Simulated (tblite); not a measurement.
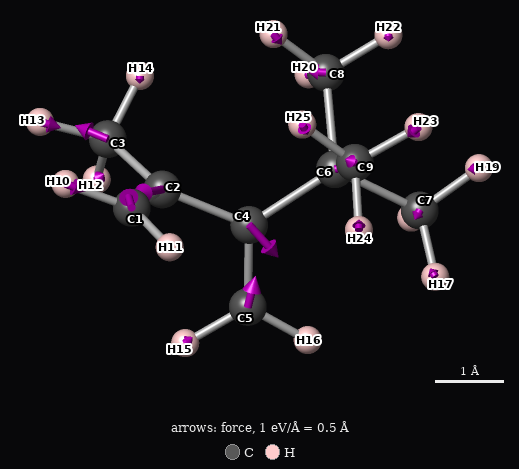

Starting geometry of C$_{9}$H$_{16}$ with the computed forces as purple arrows. Style: ball-and-stick. Shown at a tilt.

Level of theory: tblite 0.8.0, GFN2-xTB geometry optimisation, gas phase. 

Question: What follows when this structure is relaxed?

Answer: It isn't relaxed: the largest force vector, on a C atom, is 2.00 eV/Å. The final displacements have little in common with the starting forces (cosine between the two patterns 0.16). Over 69 geometry steps the energy falls by 0.162 eV. The largest move after the best rigid fit is that of an H atom, 0.26 Å. Largest moves by element: H 0.26 Å, C 0.17 Å. Some distances before and after: C–C 1.351 → 1.324 Å, C–H 1.112 → 1.087 Å, C–C 1.467 → 1.490 Å, C–H 1.098 → 1.078 Å. Among the angles between lasting bonds that change: H–C–H 106.5° → 109.0°, H–C–H 105.9° → 108.4°, C–C–C 111.6° → 109.3°.
